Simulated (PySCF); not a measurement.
SMILES C[Si](C)(C)[InH2] (C3H11InSi), GFN2-xTB optimised geometry. Atoms within 1.6 Å of the plane z = 0.0 Å (x, y, z in Å): Si4 (-0.30, -0.69, 0.00), C5 (-0.95, 1.11, 0.00), C6 (1.62, -0.69, 0.00), C7 (-0.95, -1.62, 1.54), H8 (-0.55, 1.71, 0.81), H9 (-0.69, 1.61, -0.93), H10 (-2.04, 1.12, 0.09), H11 (2.00, -0.18, -0.89), H12 (2.00, -1.71, -0.01), H13 (2.04, -0.18, 0.87), H14 (-0.69, -2.68, 1.48), H15 (-2.04, -1.56, 1.59).

Calculation: CAM-B3LYP/def2-TZVP, def2 effective core potentials past Kr (PySCF). The core electrons that the potentials of In replace are not part of the density. Cells within 0.4 Å of a nucleus heavier than hydrogen are left out (blank, or x).

Map of the electrostatic potential (hartree/e), clipped to [-0.08, 0.12] on the plane z = 0.0 Å:

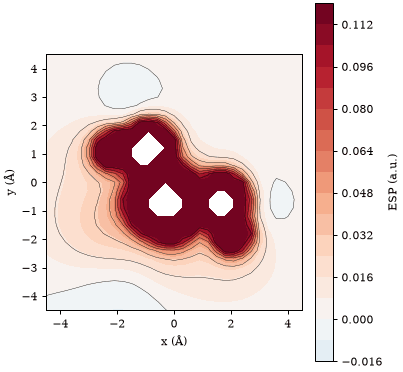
Electrostatic potential (hartree/e), clipped to [-0.08, 0.12] on the plane z = 0.0 Å.
